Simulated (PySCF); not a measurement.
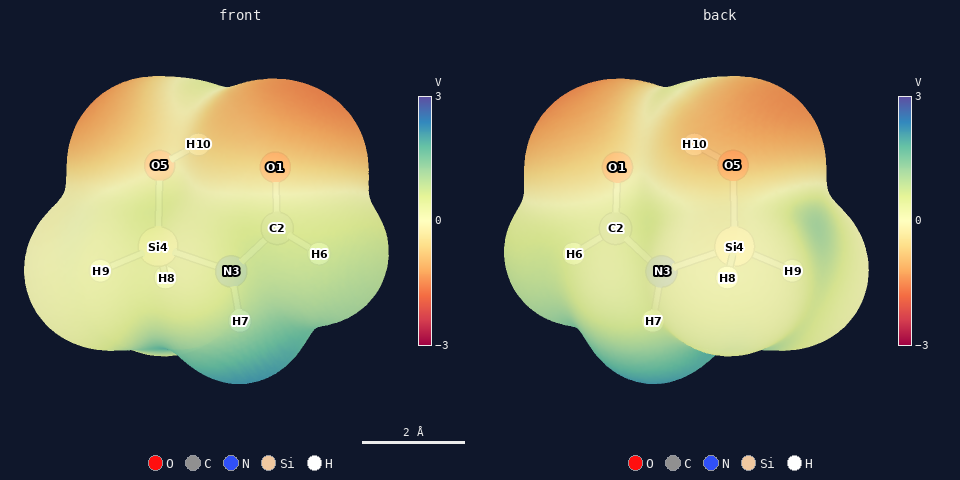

The picture shows: CH5NO2Si (SMILES O=CN[SiH2]O). The electrostatic potential painted on the density surface at 0.001 e/bohr³, seen from the front and from behind; the colour scale runs from red (negative) to blue (positive).

Geometry: GFN2-xTB.

All numbers below come from PBE0/pcSseg-1, SCF density, gas phase, non-relativistic (PySCF 2.14.0).

```xyz
10

O     1.1404    0.7370   -1.3878
C     1.4466    0.2074   -0.3410
N     0.5852   -0.2769    0.5637
Si   -1.1856   -0.2316    0.3975
O    -1.4980    0.4788   -1.0042
H     2.5089    0.0869   -0.0561
H     0.9955   -0.6876    1.3850
H    -1.6143   -1.6272    0.4005
H    -1.6619    0.5641    1.5247
H    -0.7078    0.7538   -1.5047
```

### Which sites attract a positive test charge, and which a negative one?

A positive charge is drawn to the negative regions and a negative charge to the positive ones. The most negative region (about −1.5 V, or −35 kcal/mol for a unit charge) lies over O1, the most positive (about +2.1 V, or +48 kcal/mol for a unit charge) over H7. O1 is the likeliest acceptor of a hydrogen bond.

### How polar is the molecule by this calculation?

Its dipole moment is 4.05 D.
